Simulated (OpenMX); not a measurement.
System: Hf2Pd2Se2Br2O3.

```
Hf Pd Se Br O
1.0
     3.72613    0.00000    0.00000
    -1.86306    3.22692    0.00000
     0.00000    0.00000   17.00867
Hf Pd Se Br O
2 2 2 2 3
Direct
  0.66668 0.33334 0.93385
  0.33334 0.66668 0.06615
  0.00001 0.00001 0.30298
  0.00001 0.00001 0.69702
  0.33334 0.66668 0.22649
  0.66668 0.33334 0.77351
  0.66668 0.33334 0.39862
  0.33334 0.66668 0.60138
  0.33334 0.66668 0.92689
  0.66668 0.33334 0.07311
  0.00001 0.00001 0.00000
```

Space group P-3m1; a generated structure, not necessarily the stable one; not relaxed (largest force 0.4 eV/Å).

These are results of Kohn-Sham DFT of a periodic cell, PBE, spin-orbit coupling, OpenMX 2013 PBE set in OpenMX, not measurements.

> Predict the valence pseudo-density between the atoms.

Hf–O (2.15 Å): ρ at the midpoint is about 0.54 e/Å³.
Pd–Se (2.51 Å): ρ is about 0.45 e/Å³ halfway.
Pd–Br (2.70 Å): the density is about 0.32 e/Å³ at the midpoint.
Hf–Se (2.73 Å): the density is about 0.36 e/Å³ at the midpoint.

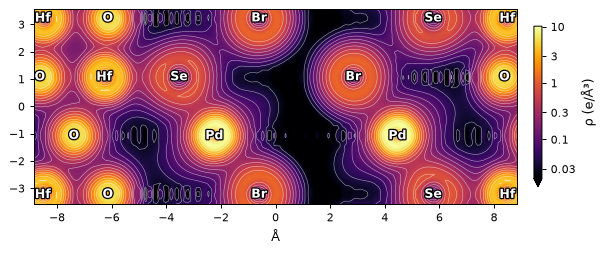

Computed valence pseudo-density on the (110) plane of the conventional cell. 

Core electrons are replaced by pseudopotentials, and the valence fields are smoothed inside the atomic spheres.
